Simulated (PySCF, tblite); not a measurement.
# C₆H₁₀OS₂Si: geometry, infrared bands and NMR shifts

What infrared bands and NMR shifts should C₆H₁₀OS₂Si (`C=C([SiH2]OC(C)=S)C(C)=S`) show?

Programs: tblite 0.8.0 and PySCF 2.14.0, with density-fitted response routines of our own. Each step states its level of theory. These are calculated values for one molecule in the gas phase, unless marked as measured. Atoms count from 0, in the outputs and in this text.

**1. The molecule as given**

20 atoms, charge 0, multiplicity 1; geometry from: force field or distance geometry start.

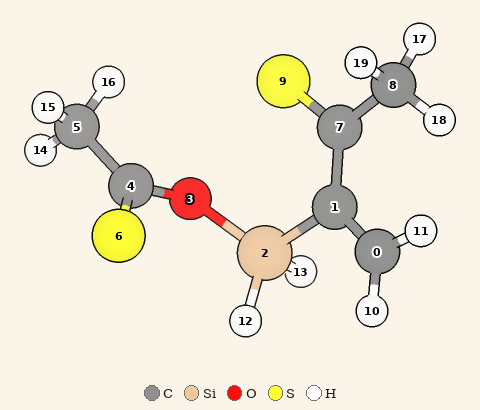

As it starts; carbon grey, silicon light orange, oxygen red, sulfur yellow, hydrogen white, atoms numbered.

**2. Optimising the geometry with GFN2-xTB**

The job: settings as JSON, then the geometry in Å.

```
{"job": {"kind": "relax", "xc": "GFN2-xTB", "basis": "xTB"}, "charge": 0, "multiplicity": 1}
C     -2.266100    -1.124400    -0.863200
C     -1.306400    -0.624500    -0.100800
Si     0.200400    -1.693700     0.101000
O      1.615400    -0.817700     0.497300
C      2.422400    -0.143200    -0.359100
C      3.480400     0.783500     0.146000
S      2.230400    -0.331600    -1.991700
C     -1.363700     0.652400     0.576700
C     -2.513200     1.581200     0.494300
S     -0.102200     1.106700     1.484300
H     -2.183100    -2.090900    -1.344800
H     -3.201700    -0.592000    -1.045000
H      0.304400    -2.444800    -1.151000
H     -0.063700    -2.629600     1.225200
H      4.323700     0.136000     0.439500
H      3.735800     1.535600    -0.585400
H      3.091900     1.213900     1.108100
H     -2.794800     2.032000     1.465000
H     -3.426100     1.073400     0.124200
H     -2.189000     2.388400    -0.223800
```

Started as:

```
$ OMP_NUM_THREADS=1 python probes_run.py task.json out
```

The driver reads the jobs from task.json and runs them one after another.

**Question.** This job is followed by: GFN2-xTB harmonic vibrations, gas phase; GIAO PBE0/pcSseg-1 NMR shielding, non-relativistic, gas phase. What will the session give for the following? strongest single infrared mode (GFN2-xTB); zero-point energy (GFN2-xTB); ¹³C shifts against TMS (PBE0/pcSseg-1); ¹H shifts against TMS (PBE0/pcSseg-1, means over atoms taken as alike); ²⁹Si shifts against TMS (PBE0/pcSseg-1); ¹⁷O shifts against H2O (PBE0/pcSseg-1); ³³S shifts against CS2 (PBE0/pcSseg-1).

**Answer**, as computed:

```
                                                              quantity                                       value
                             strongest single infrared mode (GFN2-xTB)                       1309 cm⁻¹, 470 km/mol
                                          zero-point energy (GFN2-xTB)                               88.1 kcal/mol
                                ¹³C shifts against TMS (PBE0/pcSseg-1)  267.3, 235.2, 165.8, 132.2, 39.3, 38.0 ppm
¹H shifts against TMS (PBE0/pcSseg-1, means over atoms taken as alike)            6.32, 6.20, 5.28, 3.33, 2.71 ppm
                               ²⁹Si shifts against TMS (PBE0/pcSseg-1)                                   -31.4 ppm
                                ¹⁷O shifts against H2O (PBE0/pcSseg-1)                                   262.2 ppm
                                ³³S shifts against CS2 (PBE0/pcSseg-1)                                990, 513 ppm
```

**Reading.** Relaxing lowered the energy by 0.708 eV in 144 steps; the close pair that moved most is Si2–O3, from 1.711 to 1.658 Å. All 54 modes are real, so the xTB geometry is a minimum. The strongest single mode, at 1309 cm⁻¹, moves mainly C4. Unscaled tight-binding wavenumbers are off by several per cent, some by more. Its intensities can rank the bands wrongly. At PBE0/pcSseg-1: The widest tensor belongs to S9: span 2291 ppm, with a paramagnetic part of -1547 ppm.
